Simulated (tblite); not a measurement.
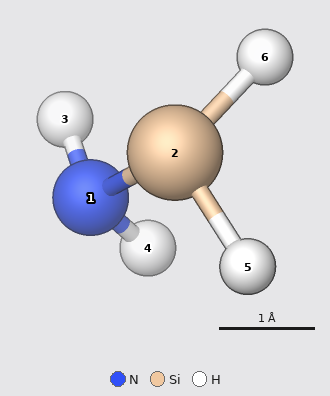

Figure 1. The structure as given in the input (ball-and-stick view, seen at a tilt; atoms are numbered from 1 in the order of the input).

## Run report: SiNH4, geometry relaxation

System: SiNH4, multiplicity 2, SMILES N[SiH2].
Method: GFN2-xTB geometry optimisation, gas phase (tblite 0.8.0).

It belongs to a series of runs on one base structure; here: X = H replaced by NH2.

Log
```
step      E/eV     max force
  0    -180.28782    1.833
  1    -180.34206    0.613
  2    -180.36033    0.501
  3    -180.40945    0.799
  4    -180.44761    0.919
  5    -180.48785    0.791
  6    -180.50754    0.422
  7    -180.51459    0.292
  8    -180.51855    0.285
  9    -180.52741    0.225
 10    -180.53108    0.154
 11    -180.53231    0.086
 12    -180.53300    0.069
 13    -180.53337    0.074
 14    -180.53371    0.072
 15    -180.53416    0.066
 16    -180.53474    0.096
 17    -180.53533    0.091
 18    -180.53570    0.051
 19    -180.53585    0.030
 20    -180.53595    0.037
 21    -180.53612    0.044
 22    -180.53635    0.054
 23    -180.53661    0.055
 24    -180.53684    0.053
 25    -180.53706    0.051
 26    -180.53730    0.049
 27    -180.53755    0.048
 28    -180.53774    0.048
 29    -180.53787    0.048
 30    -180.53805    0.052
 31    -180.53835    0.064
 32    -180.53882    0.081
 33    -180.53936    0.086
 34    -180.53979    0.060
 35    -180.53995    0.038
 36    -180.54003    0.028
 37    -180.54011    0.026
 38    -180.54020    0.053
 39    -180.54027    0.025
 40    -180.54033    0.010
 41    -180.54035    0.005
```

Trajectory as extended XYZ (Å, eV, eV/Å), 17 of the 42 frames kept, from step=0 to step=41
```
6
Properties=species:S:1:pos:R:3:forces:R:3 step=0 energy=-180.28782
N    -0.8851   -0.1178    0.3133   -1.5800   0.1060  -0.6940
Si    0.7801    0.1028    0.4725    1.7800  -0.2430  -0.3660
H    -1.3336    0.7854    0.1899   -0.3460  -0.2180   0.2780
H    -1.0777   -0.6270   -0.5502   -0.2980  -0.1220   0.3300
H     1.3830   -1.2055    0.1322    0.0060   0.2540   0.3030
H     1.1364    1.0641   -0.5792    0.4380   0.2220   0.1500
6
Properties=species:S:1:pos:R:3:forces:R:3 step=3 energy=-180.40945
N    -0.9058   -0.1080    0.2926    0.2610   0.2190  -0.3880
Si    0.8304    0.0848    0.4292   -0.6850   0.3640  -0.1930
H    -1.3861    0.7883    0.2098   -0.0100  -0.4350   0.1290
H    -1.1218   -0.6513   -0.5453   -0.2360   0.1270   0.3570
H     1.3973   -1.2041    0.1587    0.2790  -0.4250   0.0390
H     1.1890    1.0923   -0.5666    0.3900   0.1500   0.0550
6
Properties=species:S:1:pos:R:3:forces:R:3 step=5 energy=-180.48785
N    -0.8946   -0.0841    0.2516   -0.1670   0.1590  -0.4530
Si    0.8372    0.0814    0.3555   -0.5150   0.3250   0.0010
H    -1.4626    0.7724    0.2432    0.4540  -0.6450   0.0620
H    -1.2010   -0.6805   -0.5239   -0.0250   0.2880   0.4140
H     1.4349   -1.2286    0.1983    0.0310  -0.0570  -0.0410
H     1.2892    1.1414   -0.5463    0.2230  -0.0700   0.0180
6
Properties=species:S:1:pos:R:3:forces:R:3 step=8 energy=-180.51855
N    -0.8915   -0.0754    0.2188    0.0530  -0.1300   0.0080
Si    0.8201    0.0938    0.3287    0.1210   0.0510   0.0820
H    -1.4729    0.7436    0.2606   -0.0040   0.0900   0.0800
H    -1.2389   -0.6847   -0.5036   -0.1380  -0.1430  -0.1240
H     1.4439   -1.2278    0.2110   -0.1430   0.2430  -0.0400
H     1.3424    1.1525   -0.5371    0.1110  -0.1110  -0.0050
6
Properties=species:S:1:pos:R:3:forces:R:3 step=10 energy=-180.53108
N    -0.8862   -0.0826    0.1923   -0.0560  -0.0440   0.0550
Si    0.8167    0.1124    0.3219    0.0620   0.0380   0.0890
H    -1.4736    0.7268    0.2825   -0.0690   0.1080   0.0630
H    -1.2794   -0.7006   -0.4998    0.0160  -0.1030  -0.1130
H     1.4329   -1.1991    0.2134   -0.0170   0.0050  -0.0280
H     1.3927    1.1452   -0.5319    0.0630  -0.0040  -0.0660
6
Properties=species:S:1:pos:R:3:forces:R:3 step=13 energy=-180.53337
N    -0.8899   -0.0874    0.1956   -0.0130   0.0180   0.0120
Si    0.8160    0.1185    0.3330   -0.0470   0.0090  -0.0150
H    -1.4717    0.7304    0.2868   -0.0320  -0.0490   0.0080
H    -1.2752   -0.7050   -0.5073    0.0580   0.0450   0.0120
H     1.4276   -1.1941    0.2083   -0.0010  -0.0060  -0.0020
H     1.3963    1.1396   -0.5380    0.0350  -0.0180  -0.0160
6
Properties=species:S:1:pos:R:3:forces:R:3 step=15 energy=-180.53416
N    -0.8929   -0.0873    0.1988    0.0140   0.0080   0.0100
Si    0.8124    0.1215    0.3351    0.0390  -0.0080  -0.0530
H    -1.4767    0.7286    0.2901   -0.0430  -0.0450   0.0020
H    -1.2684   -0.7037   -0.5101    0.0260   0.0480   0.0070
H     1.4263   -1.1939    0.2068   -0.0330   0.0500   0.0120
H     1.4024    1.1369   -0.5422   -0.0030  -0.0530   0.0220
6
Properties=species:S:1:pos:R:3:forces:R:3 step=18 energy=-180.53570
N    -0.8957   -0.0854    0.2027    0.0370  -0.0040  -0.0030
Si    0.8089    0.1293    0.3300    0.0510   0.0030   0.0030
H    -1.4966    0.7163    0.3015   -0.0180  -0.0040   0.0160
H    -1.2577   -0.6979   -0.5150   -0.0180   0.0070  -0.0300
H     1.4197   -1.1862    0.2071   -0.0250   0.0070   0.0210
H     1.4245    1.1258   -0.5479   -0.0280  -0.0090  -0.0070
6
Properties=species:S:1:pos:R:3:forces:R:3 step=20 energy=-180.53595
N    -0.8940   -0.0854    0.2032    0.0060   0.0030  -0.0210
Si    0.8110    0.1302    0.3301   -0.0080   0.0090   0.0220
H    -1.4986    0.7143    0.3031    0.0110  -0.0180   0.0220
H    -1.2564   -0.6959   -0.5170    0.0000   0.0140  -0.0120
H     1.4174   -1.1850    0.2081   -0.0020  -0.0300   0.0190
H     1.4239    1.1237   -0.5491   -0.0060   0.0220  -0.0290
6
Properties=species:S:1:pos:R:3:forces:R:3 step=23 energy=-180.53661
N    -0.8887   -0.0849    0.2010   -0.0390   0.0080  -0.0250
Si    0.8156    0.1344    0.3343   -0.0490  -0.0030  -0.0250
H    -1.5036    0.7055    0.3135    0.0410  -0.0090   0.0340
H    -1.2509   -0.6871   -0.5267    0.0280   0.0070   0.0000
H     1.4097   -1.1876    0.2154    0.0160  -0.0120   0.0240
H     1.4211    1.1217   -0.5591    0.0040   0.0090  -0.0070
6
Properties=species:S:1:pos:R:3:forces:R:3 step=26 energy=-180.53730
N    -0.8869   -0.0833    0.1937    0.0050  -0.0200   0.0190
Si    0.8148    0.1401    0.3300    0.0190  -0.0200  -0.0400
H    -1.5110    0.6931    0.3346    0.0000   0.0360   0.0210
H    -1.2459   -0.6789   -0.5388   -0.0110  -0.0100  -0.0410
H     1.4033   -1.1890    0.2292    0.0070   0.0430   0.0200
H     1.4288    1.1200   -0.5702   -0.0200  -0.0290   0.0200
6
Properties=species:S:1:pos:R:3:forces:R:3 step=28 energy=-180.53774
N    -0.8863   -0.0836    0.1889    0.0100  -0.0290   0.0280
Si    0.8143    0.1411    0.3243    0.0150  -0.0100   0.0020
H    -1.5113    0.6883    0.3489   -0.0120   0.0120  -0.0070
H    -1.2440   -0.6741   -0.5486   -0.0330   0.0210  -0.0270
H     1.4012   -1.1880    0.2403    0.0250   0.0200   0.0080
H     1.4291    1.1182   -0.5753   -0.0050  -0.0150  -0.0030
6
Properties=species:S:1:pos:R:3:forces:R:3 step=31 energy=-180.53835
N    -0.8865   -0.0894    0.1911   -0.0410   0.0000  -0.0070
Si    0.8150    0.1384    0.3224   -0.0450   0.0160   0.0340
H    -1.5065    0.6880    0.3567    0.0220  -0.0520  -0.0220
H    -1.2445   -0.6635   -0.5616   -0.0110   0.0570   0.0260
H     1.4060   -1.1859    0.2507    0.0490  -0.0340   0.0000
H     1.4196    1.1144   -0.5808    0.0260   0.0130  -0.0310
6
Properties=species:S:1:pos:R:3:forces:R:3 step=33 energy=-180.53936
N    -0.8893   -0.1004    0.1942   -0.0600   0.0340  -0.0520
Si    0.8128    0.1382    0.3192   -0.0450   0.0100   0.0290
H    -1.5052    0.6777    0.3768    0.0320  -0.0690  -0.0100
H    -1.2468   -0.6368   -0.5879    0.0160   0.0480   0.0590
H     1.4168   -1.1817    0.2732    0.0380  -0.0270  -0.0040
H     1.4148    1.1049   -0.5970    0.0190   0.0030  -0.0210
6
Properties=species:S:1:pos:R:3:forces:R:3 step=36 energy=-180.54003
N    -0.8905   -0.1040    0.1885    0.0130   0.0170  -0.0150
Si    0.8100    0.1429    0.3145    0.0090  -0.0100   0.0100
H    -1.5123    0.6584    0.4025   -0.0180   0.0120   0.0110
H    -1.2484   -0.6137   -0.6084   -0.0040  -0.0090  -0.0070
H     1.4212   -1.1769    0.2948    0.0150   0.0130  -0.0060
H     1.4232    1.0952   -0.6134   -0.0140  -0.0230   0.0060
6
Properties=species:S:1:pos:R:3:forces:R:3 step=38 energy=-180.54020
N    -0.8899   -0.1031    0.1830    0.0250  -0.0130  -0.0050
Si    0.8098    0.1438    0.3131    0.0010   0.0010   0.0110
H    -1.5163    0.6482    0.4175   -0.0310   0.0400   0.0150
H    -1.2493   -0.6011   -0.6201   -0.0050  -0.0150  -0.0170
H     1.4251   -1.1735    0.3066    0.0170  -0.0020  -0.0050
H     1.4237    1.0877   -0.6217   -0.0060  -0.0100   0.0000
6
Properties=species:S:1:pos:R:3:forces:R:3 step=41 energy=-180.54035
N    -0.8908   -0.1017    0.1823   -0.0010   0.0000  -0.0010
Si    0.8093    0.1415    0.3158   -0.0040   0.0020   0.0010
H    -1.5170    0.6514    0.4165    0.0010  -0.0010   0.0000
H    -1.2505   -0.6012   -0.6204    0.0010   0.0000   0.0010
H     1.4317   -1.1728    0.3049    0.0010  -0.0030   0.0000
H     1.4205    1.0848   -0.6208    0.0010   0.0010  -0.0010
```

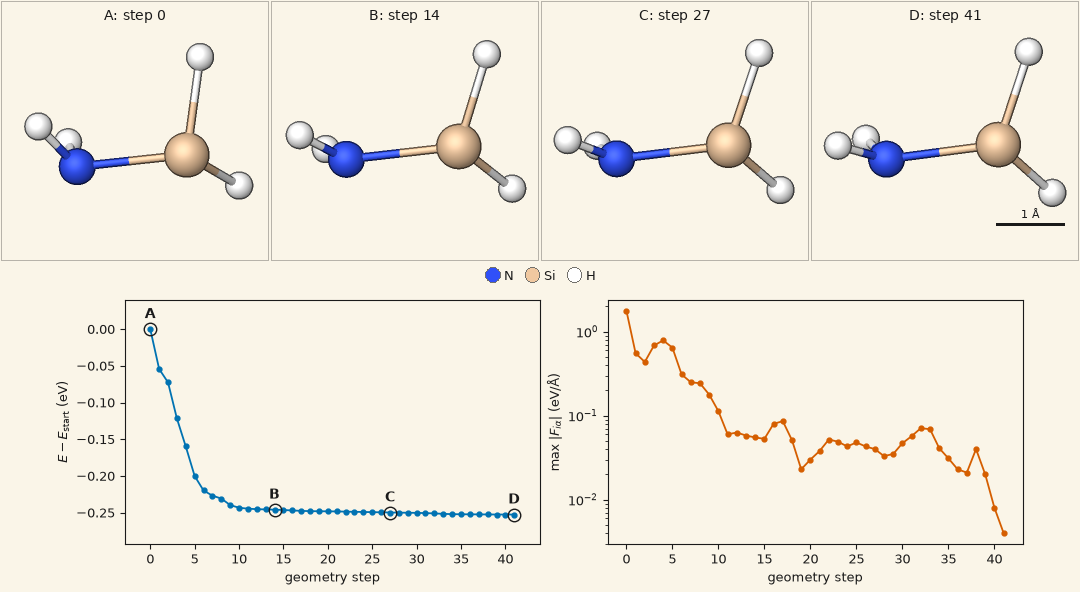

Figure 2. Frames of the relaxation (ball-and-stick view, seen at a tilt) above the curves, on which the letters mark them (steps are counted from 0).

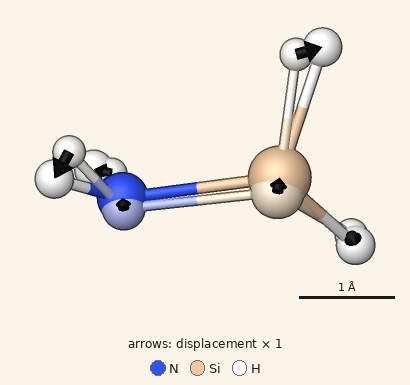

Figure 3. Start (faint) and end (solid) with the displacements as black arrows, at true length (ball-and-stick view, seen at a tilt). The two geometries are laid on each other by the best rigid fit. After 41 geometry steps the energy has fallen by 0.253 eV. The largest force component goes from 1.8 to 0.004 eV/Å. The atom that moves furthest after the best rigid fit is H3 (0.32 Å). Largest moves by element: H 0.32 Å, Si 0.17 Å, N 0.13 Å. Among the contacts that change: N1–Si2 1.687 → 1.723 Å, Si2–H5 1.480 → 1.454 Å, N1–H3 1.016 → 1.007 Å, Si2–H6 1.469 → 1.463 Å. Among the angles that change: N1–Si2–H6 104.9° → 117.0°, Si2–N1–H3 109.3° → 119.3°, H5–Si2–H6 108.4° → 113.5°. (Atoms are counted from 1 in the order of the input.)

The run was set up as follows.

Input
```
{"job": {"kind": "relax", "xc": "GFN2-xTB", "basis": "xTB"}, "charge": 0, "multiplicity": 2}
N     -0.885100    -0.117800     0.313300
Si     0.780100     0.102800     0.472500
H     -1.333600     0.785400     0.189900
H     -1.077700    -0.627000    -0.550200
H      1.383000    -1.205500     0.132200
H      1.136400     1.064100    -0.579200
```

The first line tells a small driver script what to run in tblite; the rest is the geometry in Å.

Command:
```bash
OMP_NUM_THREADS=1 python <driver script> task.json out
```

Results in brief

- outcome: converged
- total energy: −180.5404 eV
- hardware: 1 CPU thread, shared host
- peak memory: 0.18 GiB
